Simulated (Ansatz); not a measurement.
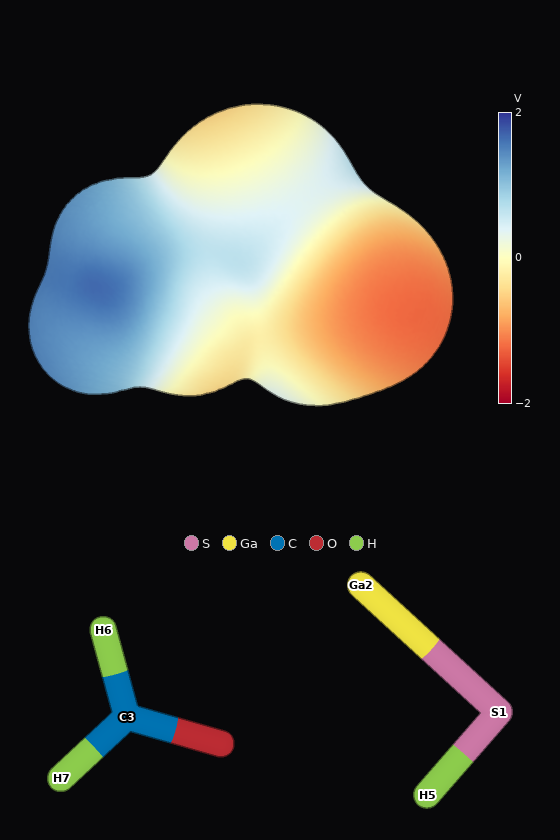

The picture shows: CH3GaOS. The molecular electrostatic potential painted on the density surface at 0.001 e/bohr³, seen across its widest extent; the colour scale runs from red (negative) to blue (positive). The bare structure is drawn below in the same view.

Geometry: PBE0-D4/def2-TZVP; at this geometry the atoms fall into two loosely joined parts.

Theory: RKS PBE0-D4/def2-TZVPP in Ansatz.

```yaml
atoms:
  - { symbol: S, position_ang: [-2.6117, 0.4396, -1.3583] }
  - { symbol: Ga, position_ang: [-0.7537, 1.6640, -0.7406] }
  - { symbol: C, position_ang: [1.3733, -0.3528, 0.7424] }
  - { symbol: O, position_ang: [0.2866, -0.4856, 0.2460] }
  - { symbol: H, position_ang: [-2.0779, -0.6829, -0.8485] }
  - { symbol: H, position_ang: [1.8813, 0.6280, 0.7672] }
  - { symbol: H, position_ang: [1.9021, -1.2104, 1.1919] }
```

### Describe the electrostatic potential map.

The most negative region (about −1.2 V) lies over S1, the most positive (about +1.6 V) over the π face of C3.
